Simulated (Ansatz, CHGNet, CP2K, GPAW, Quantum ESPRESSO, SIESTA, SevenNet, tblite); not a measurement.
# From one method to another: forces in random cubic perovskite-type alloy of BaTiO3 and PbTiO3 (40 atoms)

Cubic perovskite-type BaTiO3, 2 x 2 x 2 conventional cells, 4 of 8 Ba sites given to Pb at random (x = 0.500), lattice by Vegard's rule (cell 3.985, 3.985, 3.985, 90, 90, 90); not relaxed, displaced by a Gaussian of 0.02 Å. Then every atom was moved at random, 0.03 Å r.m.s. a Cartesian component.

Two calculations on one geometry. First: Kohn-Sham DFT, PBE, GTH-PBE pseudopotentials, Gaussian and plane waves, TZVP-MOLOPT (UZH set), diagonalisation; TZVP-UZH; 800/50 Ry; levels smeared at 580 K (CP2K 2026.2; Γ point). Second: Kohn-Sham DFT, PBE, PAW, plane waves (Ansatz 0.2.0; cutoff 420 eV, Γ point, fermi-dirac smearing of 0.05 eV; PAW set soft_2).

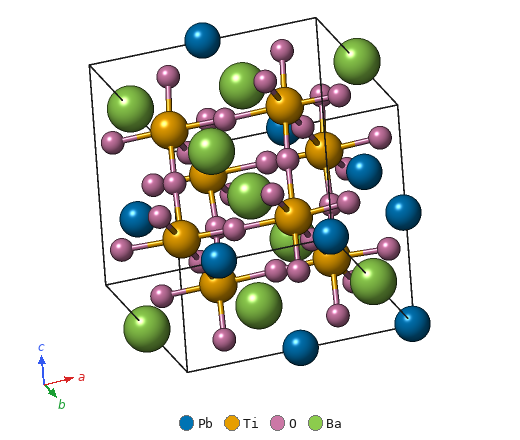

The structure (lead blue, titanium orange, oxygen pink, barium green). Some periodic images of atoms are drawn too.

Cell vectors (Å):

```
7.970 0.000 0.000
0.000 7.970 0.000
0.000 0.000 7.970
```

Atom, position (Å) and force of the first calculation (eV/Å):

```
1 Pb 7.925 7.953 0.044 0.116 -0.205 -0.121
2 Ti 2.097 1.992 1.998 -0.208 -1.775 -0.037
3 O 2.041 2.022 7.907 -0.564 -0.161 0.696
4 O 0.017 1.936 2.038 -1.205 0.554 -0.056
5 O 2.028 0.043 2.047 -0.289 -0.151 -0.220
6 Pb 7.914 7.904 4.056 0.492 0.602 -0.282
7 Ti 1.958 1.984 5.974 0.922 -0.219 0.010
8 O 2.018 1.925 4.009 -0.360 0.497 -0.596
9 O 7.941 1.950 5.931 -0.314 -0.072 0.033
10 O 2.013 7.884 5.978 -0.458 -0.179 -0.092
11 Ba 0.004 4.003 7.967 -0.132 -0.230 -0.022
12 Ti 1.965 5.934 1.967 -0.400 0.355 -0.113
13 O 2.007 5.991 7.937 0.351 -0.239 1.114
14 O 7.940 5.974 1.973 0.661 0.123 0.109
15 O 2.022 4.010 1.999 -0.519 0.218 0.105
16 Pb 7.938 4.001 3.978 0.270 -0.583 0.038
17 Ti 1.896 5.945 5.941 -0.051 1.250 -0.360
18 O 2.062 5.910 3.975 -0.199 0.163 -0.366
19 O 7.931 5.960 5.993 0.756 -0.237 -0.148
20 O 1.912 3.947 5.942 0.060 0.145 0.056
21 Pb 3.995 7.936 0.013 -0.227 -0.312 -0.457
22 Ti 6.058 1.928 1.928 1.946 -1.120 -0.166
23 O 6.052 2.018 0.009 -0.544 0.050 0.668
24 O 3.948 1.975 1.949 0.155 0.247 0.215
25 O 6.013 7.957 1.982 -0.482 0.795 0.022
26 Ba 4.004 0.006 3.984 -0.391 -0.143 0.268
27 Ti 6.021 1.969 5.966 0.239 -0.438 -1.199
28 O 5.976 1.975 4.038 -0.289 0.351 -0.180
29 O 3.918 1.938 5.922 0.471 -0.057 0.286
30 O 6.060 7.933 6.051 -0.367 0.572 0.162
31 Ba 3.952 3.970 7.944 0.367 0.237 -0.342
32 Ti 5.972 5.903 2.043 -0.406 -0.790 -1.302
33 O 6.013 5.966 7.941 0.149 0.416 0.760
34 O 3.995 5.947 2.017 0.443 0.441 -0.239
35 O 5.955 3.962 1.939 -0.081 0.603 0.568
36 Ba 3.953 3.977 3.954 0.183 -0.281 0.578
37 Ti 5.968 5.945 5.930 -1.497 -0.211 0.939
38 O 6.039 6.024 4.000 0.127 0.039 -0.476
39 O 3.962 5.967 5.951 0.957 -0.135 0.172
40 O 5.931 3.976 6.026 0.235 -0.130 -0.005
```

**Question.** What forces does the second calculation give?

Atom and force (eV/Å):

```
1 0.062 -0.204 -0.104
2 -0.185 -1.756 -0.029
3 -0.555 -0.110 0.669
4 -1.179 0.534 -0.072
5 -0.241 -0.179 -0.235
6 0.435 0.565 -0.231
7 0.899 -0.219 0.003
8 -0.302 0.481 -0.606
9 -0.312 -0.066 0.037
10 -0.445 -0.174 -0.084
11 -0.139 -0.207 -0.029
12 -0.390 0.346 -0.101
13 0.342 -0.253 1.102
14 0.653 0.122 0.110
15 -0.464 0.206 0.077
16 0.262 -0.551 0.045
17 -0.058 1.238 -0.360
18 -0.196 0.159 -0.323
19 0.769 -0.253 -0.160
20 0.066 0.119 0.044
21 -0.231 -0.315 -0.438
22 1.922 -1.114 -0.185
23 -0.522 0.075 0.681
24 0.119 0.256 0.219
25 -0.490 0.769 0.006
26 -0.401 -0.116 0.262
27 0.263 -0.436 -1.178
28 -0.272 0.346 -0.153
29 0.482 -0.074 0.290
30 -0.368 0.579 0.151
31 0.347 0.223 -0.335
32 -0.378 -0.765 -1.274
33 0.136 0.404 0.744
34 0.417 0.398 -0.203
35 -0.098 0.626 0.533
36 0.142 -0.261 0.548
37 -1.438 -0.199 0.928
38 0.152 0.042 -0.492
39 0.964 -0.137 0.130
40 0.231 -0.101 0.011
```

The two sets differ by 22.9 meV/Å r.m.s., 4.4 % of the r.m.s. force of the Ansatz run. The electronic-structure runs sample only Γ, in a cell whose shortest periodic width is 8 Å.

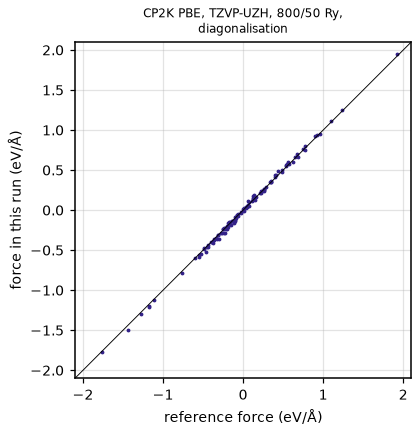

Force components against those of the reference; the line marks equality.

[Logs are printed without paths, hosts, clocks, repeated set-up lines and the standing remarks that a program may print on its own settings, such as how far it seeks lower states.]

[Hosts, paths, dates, database ids (printed as entryN), source tags and the programs' standing remarks are cut or masked in the printed files.]
